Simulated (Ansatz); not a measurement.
**Pressure series in SrTiO3**

Base system: SrTiO3 in the cubic perovskite structure (space group Pm-3m, No. 221).

```xyz
5
Lattice="3.9070 0.0000 0.0000 0.0000 3.9070 0.0000 0.0000 0.0000 3.9070" Properties=species:S:1:pos:R:3 pbc="T T T"
Sr     0.0000     0.0000     0.0000
Ti     1.9535     1.9535     1.9535
O      0.0000     1.9535     1.9535
O      1.9535     1.9535     0.0000
O      1.9535     0.0000     1.9535
```

Cell and atoms are relaxed at each pressure.

All numbers come from r2SCAN (Ansatz, a first-principles code, PAW, without spin-orbit coupling).

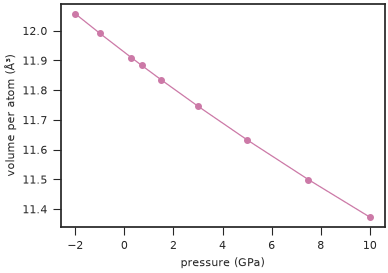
Figure: Volume against pressure

Question: Estimate the zero-pressure bulk modulus from the plot.

Answer: About 190 GPa; a third-order Birch–Murnaghan fit to the points gives V₀ = 11.93 Å³/atom, B₀ = 189 GPa and B₀′ = 4.4.

Measured bulk modulus of SrTiO3: 172.1 GPa (room temperature; as listed in Mael Guennou et al., Physical Review B (2010)); the computed value is for a static lattice, so the two differ by thermal effects too.

Between the base and pressure 10 GPa the gap moves from 2.26 eV to 2.37 eV, a mean slope of 11 meV/GPa.

Load acts through the strain it causes; cell and atoms are relaxed under it. Stability against distortions was not tested. Competing high-pressure phases were not computed. The final runs are not spin-polarised. Many cubic perovskites are stable only at high temperature; tilts and polar distortions were not tested.
